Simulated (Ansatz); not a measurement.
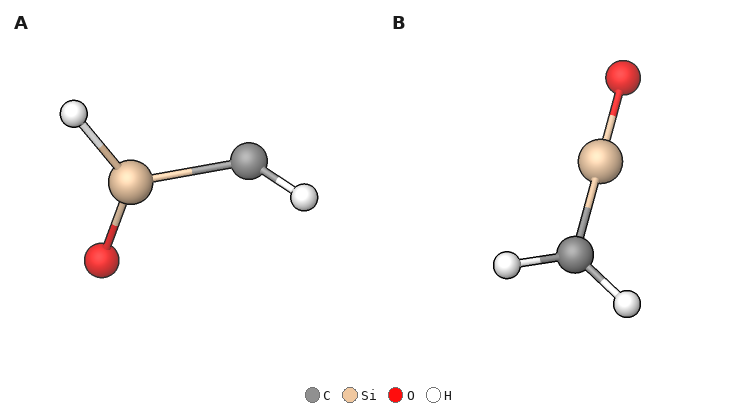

2 stationary structures of one formula. Geometries: PBE0-D4/def2-TZVP. Electronic energies: PBE-D4/def2-TZVPP (Ansatz 0.2.0), without zero-point energy. No frequency run is at hand to confirm each as a minimum.

### Which structure is the most stable?

B is lowest; A lies 250.8 kJ/mol above it (C1).
